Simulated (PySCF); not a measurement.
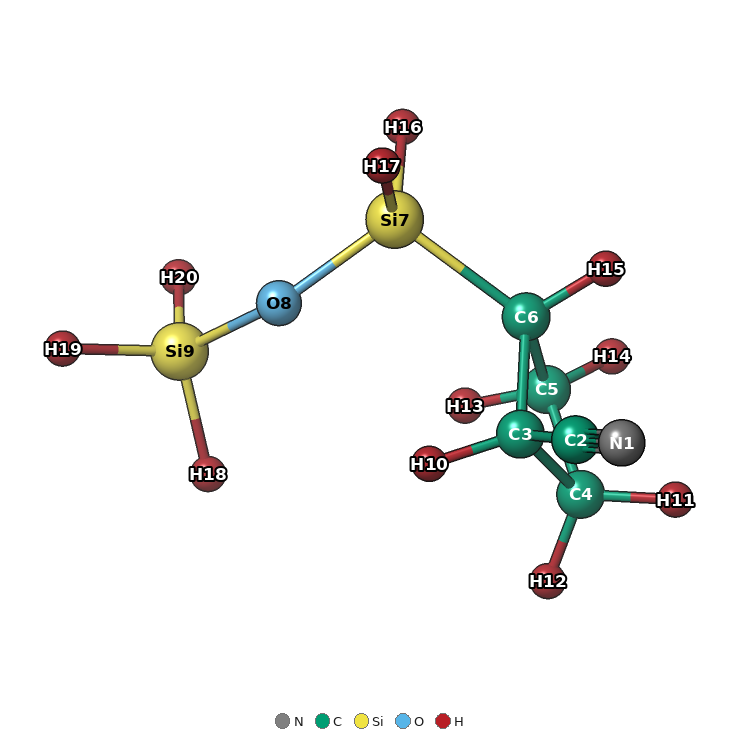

The geometry was computed by an optimisation with PBE0-D3(BJ)/def2-SVP. No frequency run is at hand to confirm it as a minimum. Level of theory: delta-SCF UKS SCAN, pcX-2 on the ionised atom, pcseg-1 elsewhere, spin-free X2C (PySCF 2.14.0).

Give the core-electron binding energies (to vacuum; p and d levels without spin–orbit splitting) of N1 1s, C2 1s, C3 1s, C4 1s, C5 1s, C6 1s, Si7 1s, Si7 2p, O8 1s, Si9 1s, Si9 2p.

| atom | level | binding energy (eV) |
| --- | --- | --- |
| N1 | 1s | 404.7 |
| C2 | 1s | 292.0 |
| C3 | 1s | 291.9 |
| C4 | 1s | 291.1 |
| C5 | 1s | 291.0 |
| C6 | 1s | 290.6 |
| Si7 | 1s | 1847.3 |
| Si7 | 2p | 107.6 |
| O8 | 1s | 538.0 |
| Si9 | 1s | 1847.7 |
| Si9 | 2p | 108.0 |
